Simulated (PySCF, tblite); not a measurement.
# C6H13F: a rotation path, then NMR shifts on frames

Aim: move C6H13F (`CC[C@@H](C)[C@@H](C)F`) away from its starting geometry and see how NMR shifts follow the geometry.

The runs use tblite 0.8.0 and PySCF 2.14.0, with density-fitted response routines of our own; the level of theory stands in each step. All values are computed, except where a source is named. Atoms are numbered from 0 throughout.

## (1) The starting structure

20 atoms, charge 0, multiplicity 1; geometry from: GFN2-xTB.

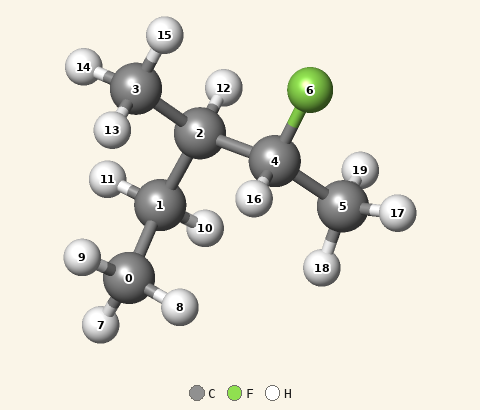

The starting geometry (carbon grey, fluorine green, hydrogen white), atoms numbered.

## (2) The rotation path with GFN2-xTB

Job settings and geometry (Å):

```
{"job": {"kind": "neb", "xc": "GFN2-xTB", "basis": "xTB", "atoms": [3, 2, 4, 5], "turn": 120}, "charge": 0, "multiplicity": 1}
C     -1.628790    -1.102634     0.337593
C     -1.027211    -0.258280    -0.780888
C      0.050073     0.738195    -0.331673
C     -0.528843     1.833377     0.564741
C      1.236276     0.064333     0.370055
C      1.898647    -1.045815    -0.431770
F      2.196041     1.041682     0.606412
H     -2.396396    -1.757093    -0.069376
H     -0.874712    -1.723586     0.813932
H     -2.089722    -0.475788     1.095348
H     -0.609790    -0.920216    -1.541867
H     -1.827129     0.314280    -1.256329
H      0.449187     1.218973    -1.232986
H     -0.897367     1.418445     1.499665
H     -1.348510     2.340117     0.060857
H      0.239196     2.566401     0.798293
H      0.947705    -0.294213     1.366254
H      2.828587    -1.333468     0.053753
H      1.251340    -1.914751    -0.487968
H      2.126272    -0.699280    -1.437082
```

Level: GFN2-xTB climbing-image nudged elastic band, gas phase.

Started as:

```sh
$ OMP_NUM_THREADS=1 python probes_run.py task.json out
```

This one command runs all jobs of the session in turn.

What it wrote:

```text
image   E - E0 / eV
  0       0.0000
  1       0.0188
  2       0.0588
  3       0.1032
  4       0.1334
  5       0.1325
  6       0.1018
  7       0.0592
  8       0.0399
```

Run time: 2.5 s. Hardware: 1 thread of Arm Neoverse V2, shared host; peak memory 0.19 GiB.

The final band, with the dihedral C3–C2–C4–C5:

| image | dihedral (°) | energy (eV) | energy (kcal/mol) |
| --- | --- | --- | --- |
| 0 | -180 | 0.000 | 0.0 |
| 1 | -167 | 0.019 | 0.4 |
| 2 | -154 | 0.059 | 1.4 |
| 3 | -141 | 0.103 | 2.4 |
| 4 | -126 | 0.133 | 3.1 |
| 5 | -113 | 0.133 | 3.1 |
| 6 | -99 | 0.102 | 2.3 |
| 7 | -84 | 0.059 | 1.4 |
| 8 | -74 | 0.040 | 0.9 |

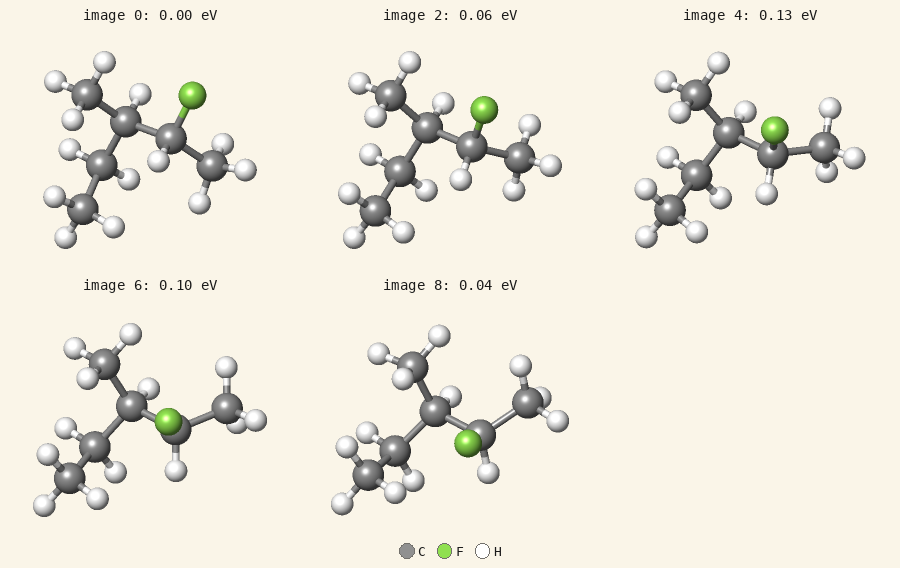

Images along the band.

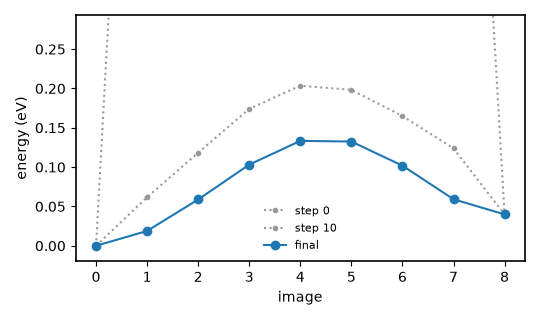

Energy along the band, early and final.

## (3) NMR shieldings: image 0, PBE0/pcSseg-1

Job settings and geometry (Å):

```
{"job": {"kind": "nmr", "xc": "PBE0", "basis": "pcSseg-1", "pop": false}, "charge": 0, "multiplicity": 1}
C     -1.628800    -1.102600     0.337600
C     -1.027200    -0.258300    -0.780900
C      0.050100     0.738200    -0.331700
C     -0.528800     1.833400     0.564700
C      1.236300     0.064300     0.370100
C      1.898600    -1.045800    -0.431800
F      2.196000     1.041700     0.606400
H     -2.396400    -1.757100    -0.069400
H     -0.874700    -1.723600     0.813900
H     -2.089700    -0.475800     1.095300
H     -0.609800    -0.920200    -1.541900
H     -1.827100     0.314300    -1.256300
H      0.449200     1.219000    -1.233000
H     -0.897400     1.418400     1.499700
H     -1.348500     2.340100     0.060900
H      0.239200     2.566400     0.798300
H      0.947700    -0.294200     1.366300
H      2.828600    -1.333500     0.053800
H      1.251300    -1.914800    -0.488000
H      2.126300    -0.699300    -1.437100
```

Level: GIAO PBE0/pcSseg-1 NMR shielding, non-relativistic, gas phase.

What it wrote:

```text
coarse grid: 15664 points
cycle   1  E = -335.7653365154  dE =  4.984e-01  |g| = 5.860e-01  |ddm| = 3.641e+00
cycle   2  E = -335.7404181153  dE =  2.492e-02  |g| = 7.323e-01  |ddm| = 9.875e-01
cycle   3  E = -335.8376150609  dE = -9.720e-02  |g| = 7.026e-02  |ddm| = 5.481e-01
cycle   4  E = -335.8383475913  dE = -7.325e-04  |g| = 3.109e-02  |ddm| = 6.441e-02
cycle   5  E = -335.8385408417  dE = -1.933e-04  |g| = 4.525e-03  |ddm| = 2.828e-02
cycle   6  E = -335.8385446836  dE = -3.842e-06  |g| = 1.770e-03  |ddm| = 5.609e-03
final grid: 148688 points
cycle   7  E = -335.8894194570  dE = -7.039e-05  |g| = 1.077e-02  |ddm| = 3.893e-02
cycle   8  E = -335.8894049533  dE =  1.450e-05  |g| = 1.361e-02  |ddm| = 2.029e-02
cycle   9  E = -335.8894482030  dE = -4.325e-05  |g| = 1.405e-03  |ddm| = 1.142e-02
cycle  10  E = -335.8894485078  dE = -3.048e-07  |g| = 3.195e-04  |ddm| = 1.277e-03
cycle  11  E = -335.8894485232  dE = -1.536e-08  |g| = 6.680e-05  |ddm| = 2.425e-04
cycle  12  E = -335.8894485241  dE = -8.923e-10  |g| = 2.310e-05  |ddm| = 7.671e-05
converged SCF energy = -335.8894485241

GIAO shielding tensors (ppm)
atom      isotropic    diamagn.    paramagn.     s11        s22        s33       span
  0 C      178.893     248.499     -69.606    172.456    177.536    186.686     14.230
  1 C      158.654     248.920     -90.266    147.326    156.623    172.014     24.688
  2 C      144.007     248.444    -104.436    129.286    145.832    156.903     27.617
  3 C      169.592     247.627     -78.035    151.754    168.637    188.384     36.630
  4 C       90.736     246.099    -155.363     54.547     79.420    138.240     83.693
  5 C      165.380     248.784     -83.404    153.001    157.950    185.188     32.187
  6 F      384.520     474.652     -90.132    371.480    387.861    394.218     22.738
  7 H       30.881      29.035       1.846     26.151     27.704     38.787     12.636
  8 H       31.235      31.735      -0.499     25.932     31.314     36.460     10.528
  9 H       30.706      31.025      -0.320     25.501     30.373     36.244     10.742
 10 H       30.114      32.884      -2.770     25.965     29.277     35.100      9.136
 11 H       30.392      31.998      -1.606     25.827     28.826     36.524     10.697
 12 H       30.077      33.449      -3.372     27.305     28.540     34.386      7.080
 13 H       30.651      31.381      -0.729     26.523     29.714     35.717      9.193
 14 H       31.037      30.455       0.582     26.685     28.240     38.187     11.502
 15 H       29.902      30.045      -0.144     24.487     29.178     36.040     11.553
 16 H       27.223      32.615      -5.392     24.975     27.117     29.576      4.600
 17 H       30.024      28.609       1.415     25.989     27.370     36.712     10.722
 18 H       30.493      31.150      -0.657     25.470     30.522     35.486     10.016
 19 H       30.476      30.486      -0.011     26.827     28.883     35.717      8.890
```

Wall time 26 s (1 thread of Arm Neoverse V2, shared host); peak memory 0.84 GiB.

Shifts follow as δ = σ(reference) − σ, with reference shieldings (ppm) from runs at the same level and on the same kind of geometry: 1H TMS 31.72, 13C TMS 186.9, 19F CFCl3 170.9. The references are single molecules in the gas phase, so shifts against H2O, NH3, PH3, H3PO4 or CFCl3 are not on the usual liquid scales and can be off by tens of ppm. Each atom is listed at this fixed geometry, with no averaging over motion; a spectrum would average atoms that exchange fast.

| atoms | environment | σ (ppm) | δ (ppm) |
| --- | --- | --- | --- |
| C4 | sp3 CH bonded to F | 90.7 | 96.2 |
| C2 | sp3 CH | 144.0 | 42.9 |
| C1 | sp3 CH2 | 158.7 | 28.3 |
| C5 | methyl carbon | 165.4 | 21.5 |
| C3 | methyl carbon | 169.6 | 17.3 |
| C0 | methyl carbon | 178.9 | 8.0 |
| H16 | hydrogen on an sp3 CH bonded to F | 27.22 | 4.49 |
| H15 | hydrogen on a methyl carbon | 29.90 | 1.82 |
| H17 | hydrogen on a methyl carbon | 30.02 | 1.69 |
| H12 | hydrogen on an sp3 CH | 30.08 | 1.64 |
| H10 | hydrogen on an sp3 CH2 | 30.11 | 1.60 |
| H11 | hydrogen on an sp3 CH2 | 30.39 | 1.32 |
| H19 | hydrogen on a methyl carbon | 30.48 | 1.24 |
| H18 | hydrogen on a methyl carbon | 30.49 | 1.22 |
| H13 | hydrogen on a methyl carbon | 30.65 | 1.07 |
| H9 | hydrogen on a methyl carbon | 30.71 | 1.01 |
| H7 | hydrogen on a methyl carbon | 30.88 | 0.84 |
| H14 | hydrogen on a methyl carbon | 31.04 | 0.68 |
| H8 | hydrogen on a methyl carbon | 31.24 | 0.48 |
| F6 | fluorine on an sp3 carbon | 384.5 | -213.6 |

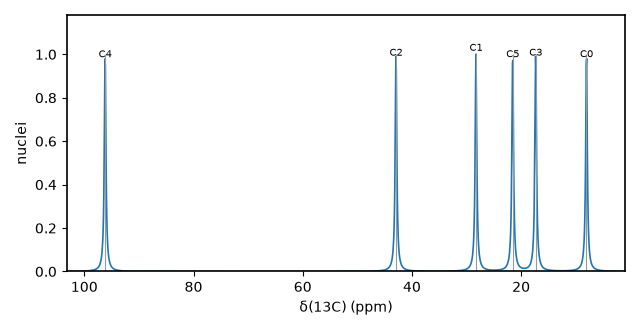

13C lines at the computed shifts, without couplings. Lines are broadened to a width of 0.35 ppm (Lorentzian).

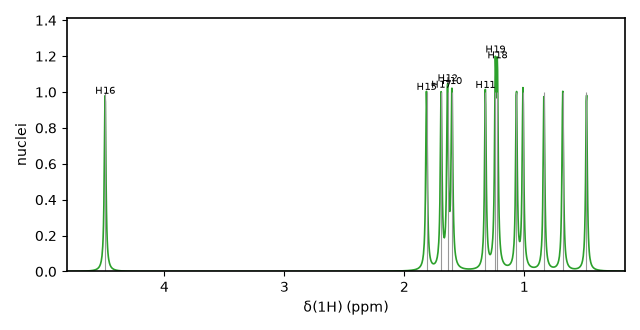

1H lines at the computed shifts, without couplings. Lines are broadened to a width of 0.02 ppm (Lorentzian).

## (4) Nuclear shieldings: image 2, PBE0/pcSseg-1

Job settings and geometry (Å):

```
{"job": {"kind": "nmr", "xc": "PBE0", "basis": "pcSseg-1", "pop": false}, "charge": 0, "multiplicity": 1}
C     -1.801900    -1.019700     0.479000
C     -1.105100    -0.342800    -0.698100
C      0.041100     0.618700    -0.340700
C     -0.465400     1.820400     0.459100
C      1.195300    -0.095300     0.385100
C      2.127200    -0.855400    -0.548700
F      1.968000     0.843500     1.055400
H     -2.651300    -1.594800     0.116000
H     -1.138300    -1.705200     1.000900
H     -2.175100    -0.289200     1.190400
H     -0.728500    -1.113300    -1.373800
H     -1.850900     0.235500    -1.250000
H      0.442300     1.005400    -1.285600
H     -0.808300     1.525500     1.447000
H     -1.287100     2.295200    -0.073700
H      0.330100     2.550700     0.582700
H      0.813600    -0.755300     1.173000
H      2.988400    -1.215600     0.011400
H      1.618000    -1.703300    -0.996000
H      2.482900    -0.194400    -1.336200
```

Level: GIAO PBE0/pcSseg-1 NMR shielding, non-relativistic, gas phase.

What it wrote:

```text
coarse grid: 15664 points
cycle   1  E = -335.7631914291  dE =  4.864e-01  |g| = 5.856e-01  |ddm| = 3.634e+00
cycle   2  E = -335.7374644773  dE =  2.573e-02  |g| = 7.344e-01  |ddm| = 9.872e-01
cycle   3  E = -335.8353938009  dE = -9.793e-02  |g| = 7.116e-02  |ddm| = 5.505e-01
cycle   4  E = -335.8361583400  dE = -7.645e-04  |g| = 3.087e-02  |ddm| = 6.564e-02
cycle   5  E = -335.8363494245  dE = -1.911e-04  |g| = 4.453e-03  |ddm| = 2.781e-02
cycle   6  E = -335.8363530672  dE = -3.643e-06  |g| = 1.753e-03  |ddm| = 5.516e-03
final grid: 148688 points
cycle   7  E = -335.8875645110  dE = -5.758e-05  |g| = 1.052e-02  |ddm| = 3.157e-02
cycle   8  E = -335.8875506998  dE =  1.381e-05  |g| = 1.327e-02  |ddm| = 1.992e-02
cycle   9  E = -335.8875921983  dE = -4.150e-05  |g| = 1.329e-03  |ddm| = 1.120e-02
cycle  10  E = -335.8875924682  dE = -2.699e-07  |g| = 2.909e-04  |ddm| = 1.168e-03
cycle  11  E = -335.8875924808  dE = -1.264e-08  |g| = 6.022e-05  |ddm| = 2.131e-04
cycle  12  E = -335.8875924816  dE = -7.135e-10  |g| = 2.329e-05  |ddm| = 7.114e-05
converged SCF energy = -335.8875924816

GIAO shielding tensors (ppm)
atom      isotropic    diamagn.    paramagn.     s11        s22        s33       span
  0 C      178.815     247.949     -69.134    172.708    177.578    186.160     13.451
  1 C      158.482     248.204     -89.722    149.206    154.511    171.728     22.522
  2 C      142.781     249.154    -106.373    131.534    138.817    157.992     26.459
  3 C      170.636     247.095     -76.459    155.365    170.530    186.013     30.648
  4 C       94.471     245.068    -150.598     55.459     79.848    148.105     92.645
  5 C      163.440     248.483     -85.043    149.251    153.939    187.129     37.877
  6 F      384.384     474.707     -90.323    350.537    387.504    415.110     64.573
  7 H       30.845      28.743       2.102     26.052     27.854     38.630     12.578
  8 H       31.002      31.241      -0.239     25.674     30.518     36.814     11.140
  9 H       30.708      30.857      -0.149     25.410     30.497     36.217     10.807
 10 H       30.262      32.625      -2.363     25.414     29.736     35.634     10.220
 11 H       30.309      32.034      -1.724     25.416     29.026     36.487     11.071
 12 H       30.020      34.145      -4.125     27.300     28.587     34.174      6.874
 13 H       30.546      31.262      -0.716     26.680     29.165     35.791      9.111
 14 H       31.121      30.629       0.493     26.799     28.503     38.062     11.263
 15 H       29.993      30.373      -0.380     24.569     29.171     36.239     11.670
 16 H       27.074      32.583      -5.509     24.005     26.714     30.502      6.496
 17 H       29.989      28.581       1.408     25.963     27.310     36.694     10.731
 18 H       30.420      30.768      -0.347     25.642     29.778     35.841     10.198
 19 H       30.532      30.259       0.273     26.833     29.029     35.735      8.902
```

Run time: 26 s. Hardware: 1 thread of Arm Neoverse V2, shared host; peak memory 0.84 GiB.

In short: δ C4 92.5, C2 44.1, C1 28.4, C5 23.5, H16 4.64, H17 1.73 ppm.

[end of part 1 of 2]
